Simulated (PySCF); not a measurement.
```xyz
20

C     3.4500   -0.2230   -0.2108
S     2.2340    0.7013   -1.2032
Si    0.5829    0.5822    0.1470
C    -0.1227   -1.1749    0.3870
C    -1.5747   -1.2539   -0.1215
C    -2.4125   -0.1423    0.4289
C    -2.0863    1.1244    0.2207
F    -2.8124    2.1254    0.7747
C    -0.9031    1.5609   -0.5671
F    -1.0752    1.2144   -1.9028
H     3.0896   -1.2298   -0.0306
H     3.6205    0.2926    0.7279
H     4.3657   -0.2546   -0.7904
H     0.9497    1.2014    1.4256
H     0.4688   -1.9283   -0.1358
H    -0.1065   -1.4422    1.4449
H    -2.0083   -2.2148    0.1573
H    -1.5686   -1.1939   -1.2122
H    -3.2947   -0.3818    1.0012
H    -0.8017    2.6473   -0.5440
```

Geometry: GFN2-xTB.

Theory: PBE0/pcSseg-1, SCF density, gas phase, non-relativistic in PySCF 2.14.0.

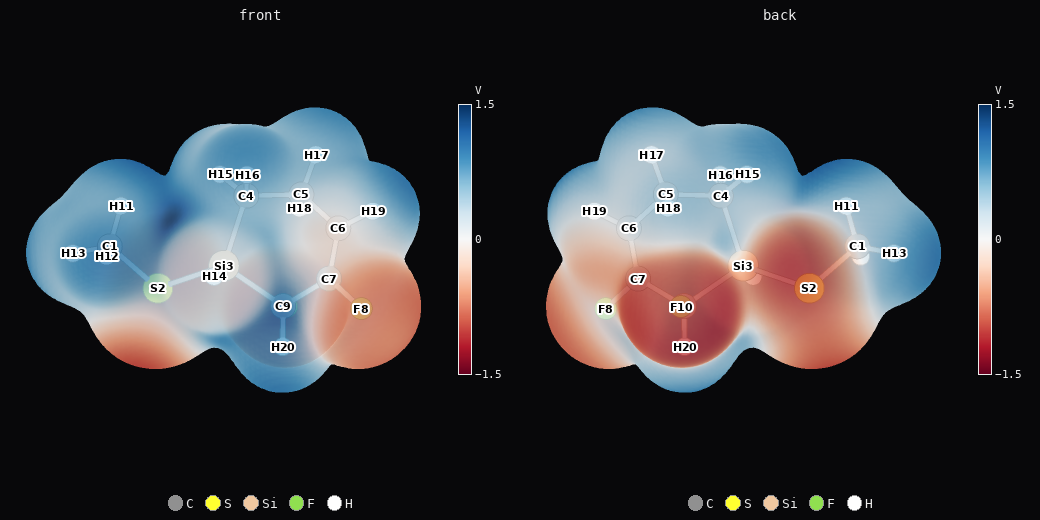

C₆H₁₀F₂SSi. The electrostatic potential painted on the density surface at 0.002 e/bohr³, seen from the front and from behind; the colour scale runs from red (negative) to blue (positive).

Question: Where is the surface potential most negative and most positive?

Answer: The most negative region (about −1.1 V) lies over S2 and F10, the most positive (about +1.2 V) over C1 and Si3.

Question: How polar is the molecule by this calculation?

Answer: Its dipole moment is 3.45 D.
